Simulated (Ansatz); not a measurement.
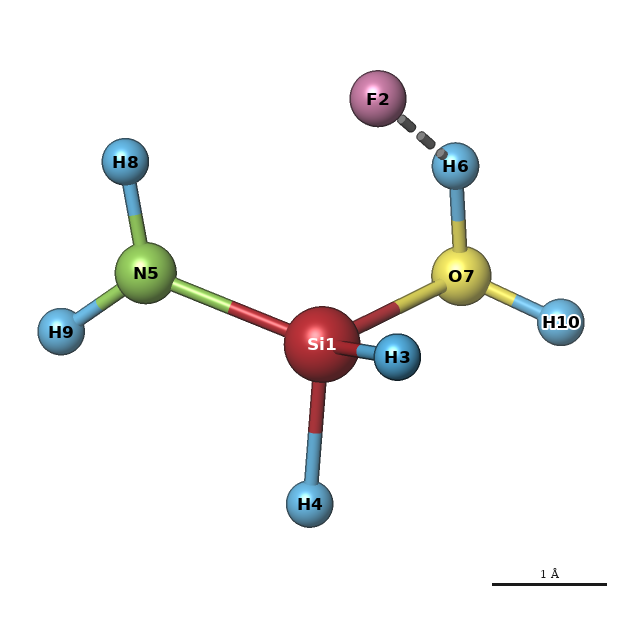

(Drawn from a calculation with Ansatz.)

Broken lines mark hydrogen bonds. Geometry: start.

Give donor, acceptor, H···A distance and D–H···A angle of each hydrogen bond.

```
   D–H···A  D–H (Å)  H···A (Å)  angle (°)            kind
O7–H6···F2     1.08       1.32        139  intermolecular
```
